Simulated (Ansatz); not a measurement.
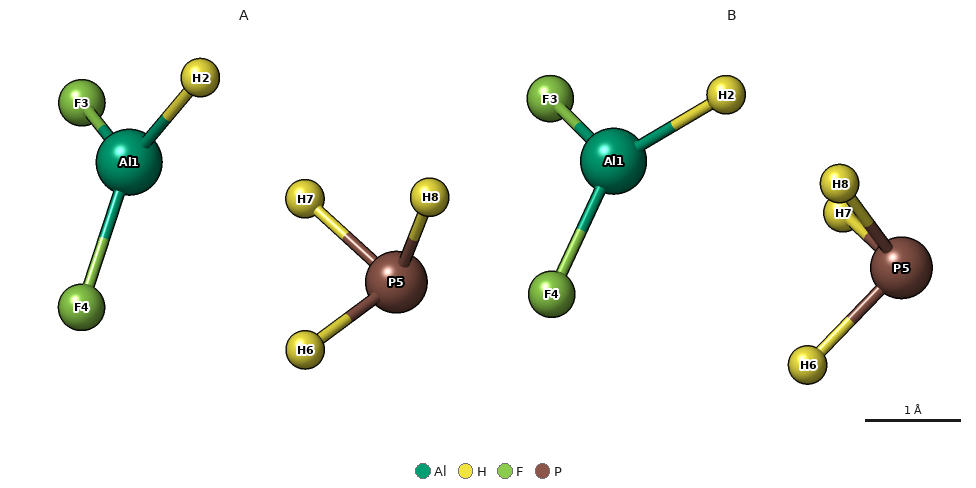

Two geometries of AlPH4F2, drawn at one scale. One is the start of a relaxation, the other its converged end. Style: ball-and-stick. Shown at a tilt.

All numbers below come from RKS B3LYP/6-31G* in Ansatz. Set-up: no spin polarisation; force threshold 0.03 eV/Å; at most 50 steps.

Which one is relaxed?

Answer. Structure A is the relaxed one. The run prepares an end point of a later path (reaction) calculation, from a guessed geometry. The atom that moves furthest after the best rigid fit is H8 (0.85 Å). By element the largest moves are H 0.85 Å, P 0.36 Å, F 0.36 Å, Al 0.08 Å. Near-neighbour distances that change, for instance: Al1–P5 3.479 → 3.422 Å, Al1–H2 1.560 → 1.565 Å, P5–H8 1.429 → 1.424 Å. Over 15 geometry steps the energy falls by 4.59 kcal/mol. Largest force component: 0.54 eV/Å at the start, 0.028 eV/Å at the end. The forces were under the threshold at step 11, but the run went on from there.
